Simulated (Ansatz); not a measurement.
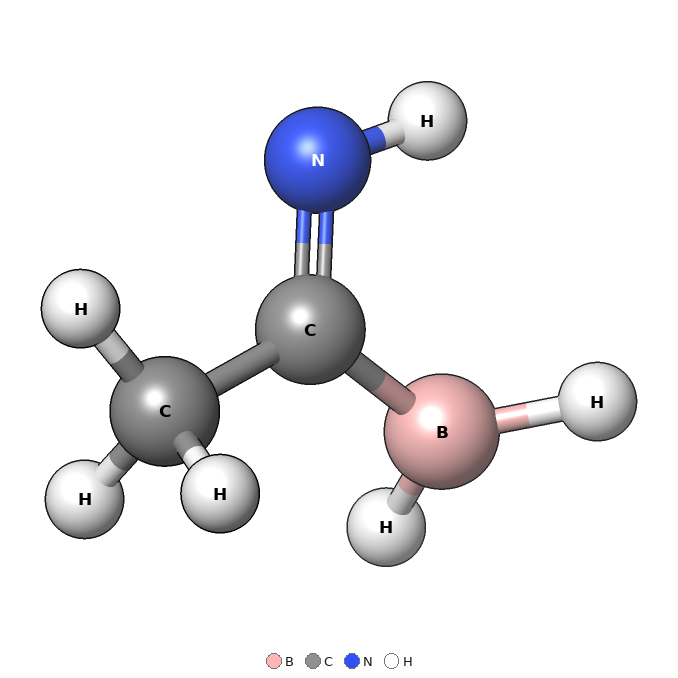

Multiple sticks mark multiple bonds (one Kekulé form).

The computed structure is the end point of a PBE0-D4/def2-TZVP optimisation.

Question: Give the formula.

Answer: C2H6BN, 10 atoms: 2 carbon, 6 hydrogen, 1 boron and 1 nitrogen.

Question: How many atoms are distinct by symmetry?

Answer: 10: 1 B, 1 C, 1 C, 1 N, 1 H, 1 H, 1 H, 1 H, 1 H, 1 H.

More results for the same structure follow; atom numbers are the same in all pictures, views and colours differ.

### Shape

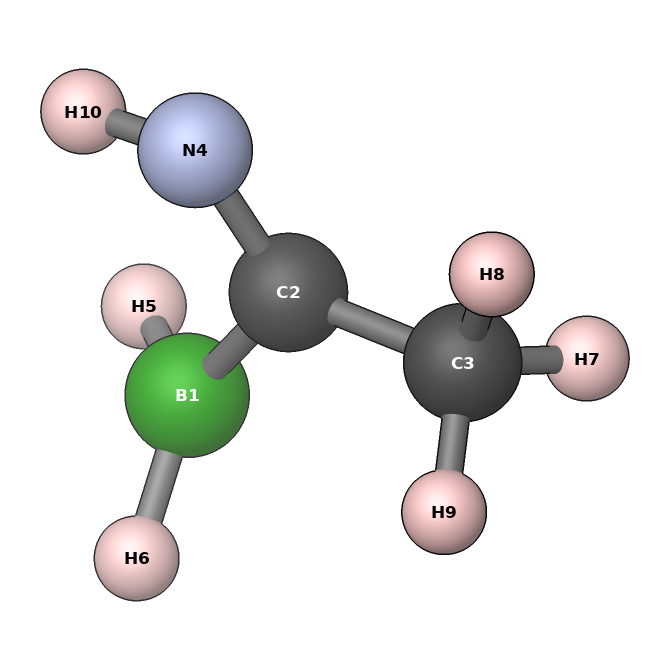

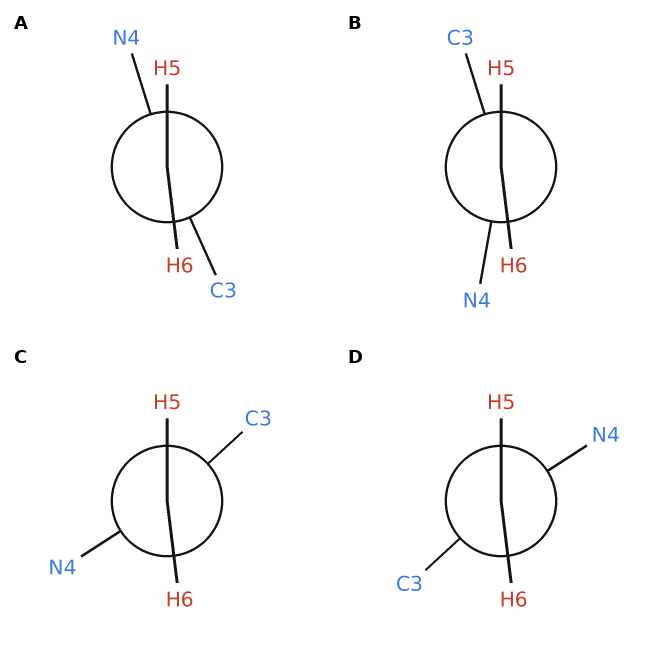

Distant atoms are faded towards the background colour. Bonds that would overlap in a projection are set slightly apart.

Question: Which Newman projection shows the view along B1–C2, with B1 in front?

Answer: D. The torsion angle H5–B1–C2–N4 is 57°, synclinal (gauche).

### Charges

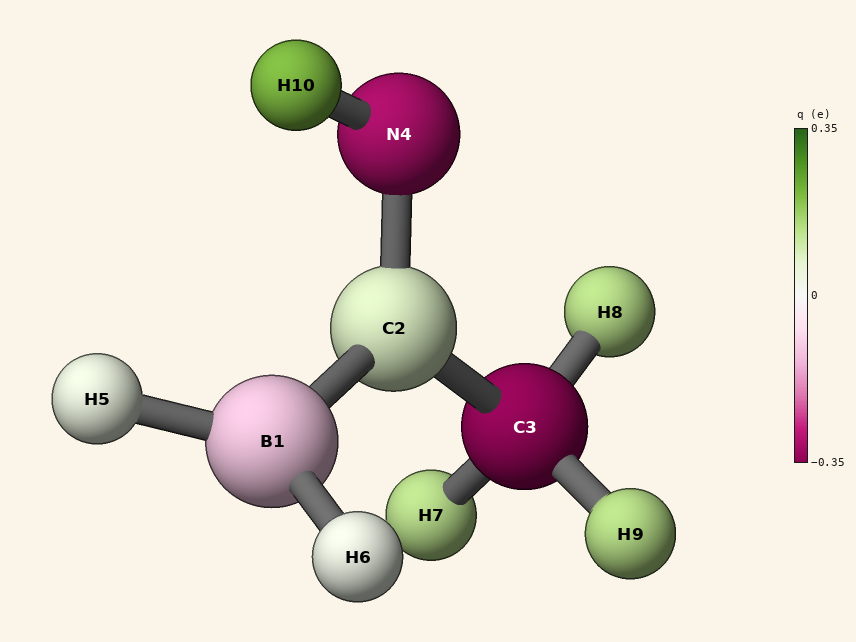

Atoms are coloured by their Mulliken charges. Method: RKS PBE0-D4/def2-TZVP (Ansatz 0.2.0).

Question: Which atom carries the highest charge (most positive or least negative)?

Answer: H10 (0.21 e).

Question: And the lowest?

Answer: C3 (−0.33 e).

List the Mulliken charges.

```json
{"atom": "B1", "value (e)": "−0.11"}
{"atom": "C2", "value (e)": "0.08"}
{"atom": "C3", "value (e)": "−0.33"}
{"atom": "N4", "value (e)": "−0.31"}
{"atom": "H5", "value (e)": "0.04"}
{"atom": "H6", "value (e)": "0.03"}
{"atom": "H7", "value (e)": "0.13"}
{"atom": "H8", "value (e)": "0.13"}
{"atom": "H9", "value (e)": "0.14"}
{"atom": "H10", "value (e)": "0.21"}
```

### Vibrations

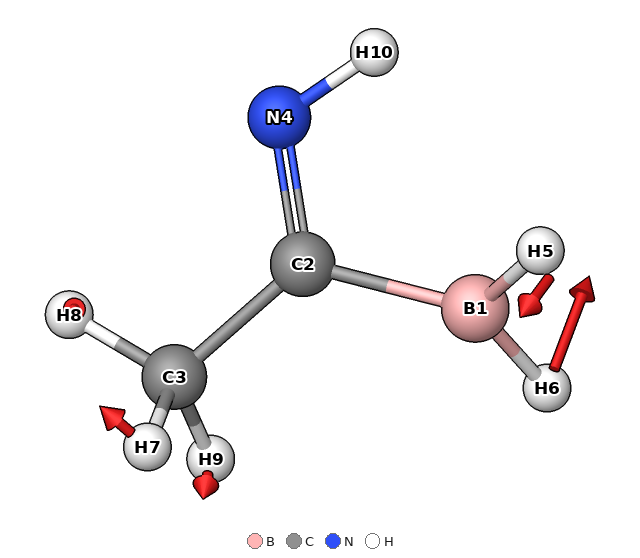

The arrows show one normal mode. Harmonic vibrations computed with RKS PBE0-D4/def2-TZVP (Ansatz 0.2.0) at a stationary point of the same level.

Question: What kind of motion is it?

Answer: A torsion or out-of-plane motion in which bond lengths and bond angles hardly change.

Question: Estimate its harmonic wavenumber.

Answer: 138 cm⁻¹; it is mode 1 of 24 counted from the lowest.

### Dipole moment

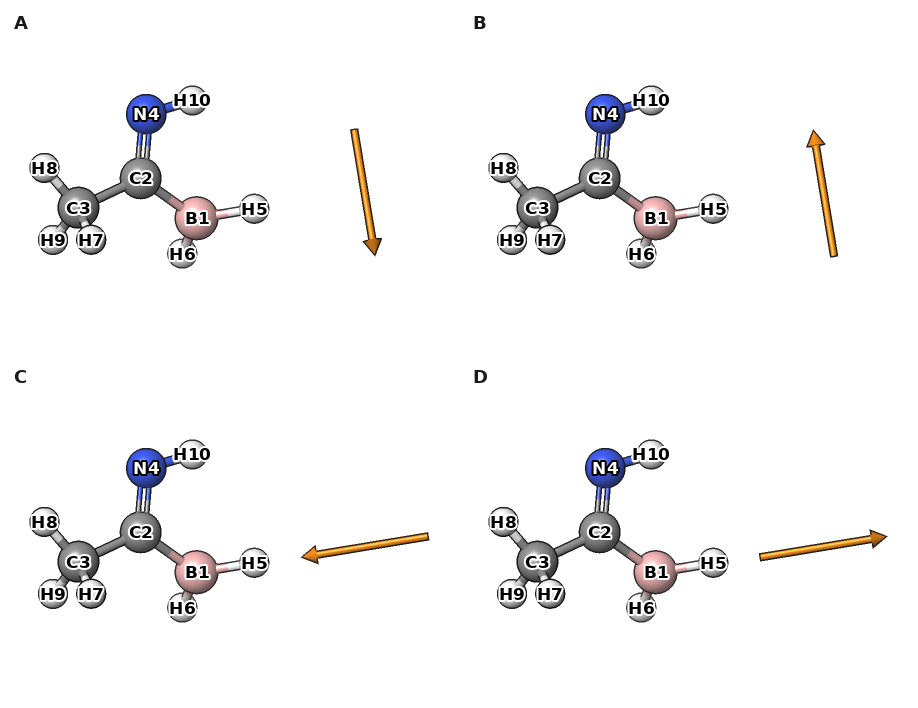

The same molecule four times, each with an arrow. Properties computed with RKS PBE-D4/def2-TZVPP (Ansatz 0.2.0).

Question: Which arrow points along the dipole moment, from the negative to the positive end?

Answer: A. The dipole moment is 1.30 D; it points from the side of H10 to the side of H6 (the outermost atoms at the two ends).

Mulliken values depend strongly on the basis set and can even reverse the polarity of a bond.
